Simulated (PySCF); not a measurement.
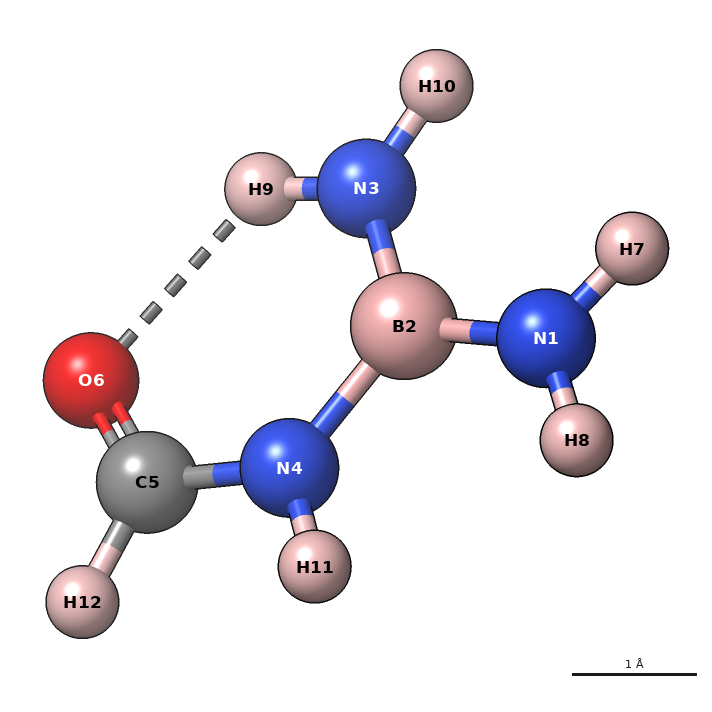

Broken lines mark hydrogen bonds. The geometry was computed by an optimisation with PBE0-D3(BJ)/def2-SVP. No frequency run is at hand to confirm it as a minimum.

Give donor, acceptor, H···A distance and D–H···A angle of each hydrogen bond.

```csv
D–H···A,D–H (Å),H···A (Å),angle (°),kind
N3–H9···O6,1.01,2.08,127,intramolecular
```
